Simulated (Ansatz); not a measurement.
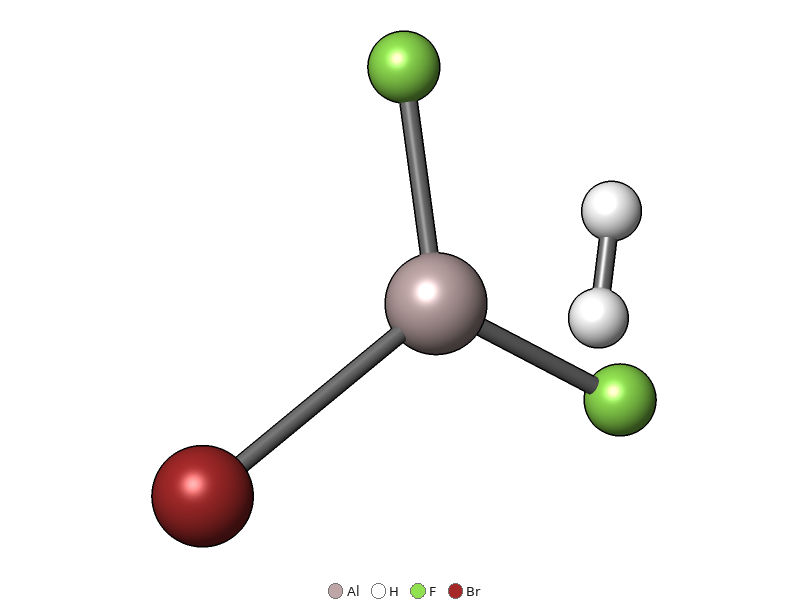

Harmonic vibrations computed with RKS PBE0-D4/def2-TZVP (Ansatz 0.2.0) at a stationary point of the same level.

### Is this a minimum or a saddle point?

A minimum: no imaginary frequency, and the lowest mode lies at 40 cm⁻¹.

### How many vibrational modes are there, and where do they lie?

12 modes: 40, 157, 208, 238, 240, 265, 391, 422, 796, 823, 937, 4255 cm⁻¹.
